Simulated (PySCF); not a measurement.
# BClH$_{4}$O$_{2}$Si (SMILES OB(O)[SiH2]Cl): what the fields show

```json
{"atom": "O", "x (Å)": "-1.3049", "y (Å)": "0.2714", "z (Å)": "1.0433"}
{"atom": "B", "x (Å)": "-0.5538", "y (Å)": "-0.2218", "z (Å)": "0.0342"}
{"atom": "O", "x (Å)": "-0.9755", "y (Å)": "-1.2210", "z (Å)": "-0.7743"}
{"atom": "Si", "x (Å)": "1.2197", "y (Å)": "0.5726", "z (Å)": "-0.2940"}
{"atom": "Cl", "x (Å)": "2.4513", "y (Å)": "0.2614", "z (Å)": "1.2937"}
{"atom": "H", "x (Å)": "-2.1683", "y (Å)": "-0.1146", "z (Å)": "1.2119"}
{"atom": "H", "x (Å)": "-1.8412", "y (Å)": "-1.6064", "z (Å)": "-0.6141"}
{"atom": "H", "x (Å)": "1.9575", "y (Å)": "0.0322", "z (Å)": "-1.4433"}
{"atom": "H", "x (Å)": "1.2287", "y (Å)": "2.0322", "z (Å)": "-0.4825"}
```

Geometry: GFN2-xTB.

Theory: PBE0/def2-SVPD, SCF density, gas phase in PySCF 2.14.0.

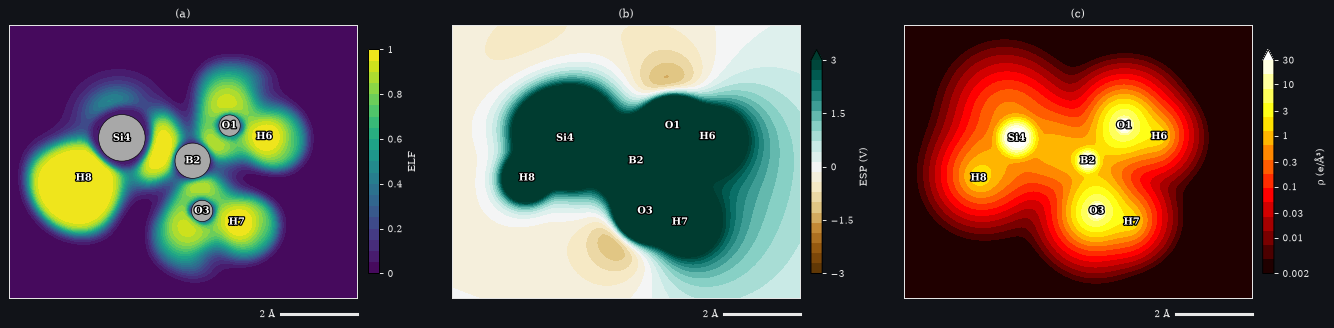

Figure 1. (a) electron localisation function; (b) electrostatic potential; (c) total electron density on the plane of atoms O1, B2 and Si4. Grey discs cover the atomic cores in the ELF map.

### What does the map show?

Atoms in the plane: O, B, Si and H.
B–O (1.35 Å): the density is about 2.1 e/Å³ at the midpoint; the ELF peaks at about 0.90 between the atoms, as expected for a short, strongly polar bond.
Si–B (1.97 Å): ρ at the midpoint is about 0.87 e/Å³; the ELF peaks at about 1 between the atoms, as expected for localised, covalent bonding.
O–H (0.96 Å): the density is about 3.7 e/Å³ at the midpoint; the ELF climbs to about 1 towards the hydrogen, as it does in any bond to H: a covalent bond by its length.
Si–H (1.47 Å): ρ at the midpoint is about 0.8 e/Å³; the ELF climbs to about 1 towards the hydrogen.
The ELF also peaks beside O3 and O1, away from the bonds: lone-pair regions.
Outside the dense part of the molecule the potential is most negative (−1.3 V) near O1.

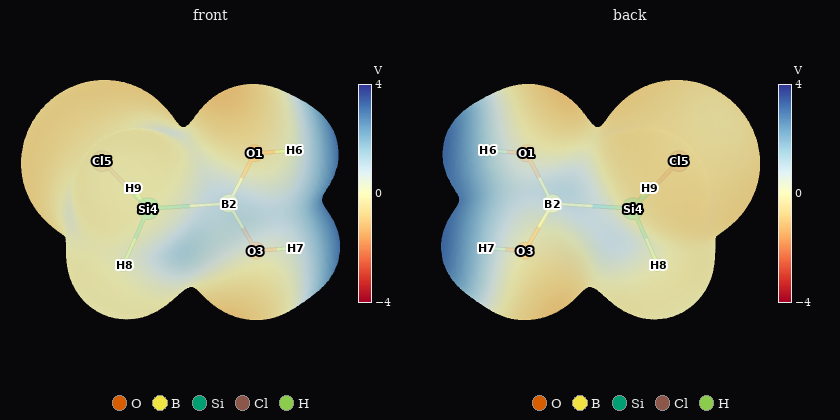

Figure 2. The electrostatic potential painted on the density surface at 0.002 e/bohr³, seen from the front and from behind; the colour scale runs from red (negative) to blue (positive).

### Which sites attract a positive test charge, and which a negative one?

A positive charge is drawn to the negative regions and a negative charge to the positive ones. The most negative region (about −1.0 V) lies over O1, the most positive (about +3.2 V) over H6 and H7. O1 is the likeliest acceptor of a hydrogen bond.
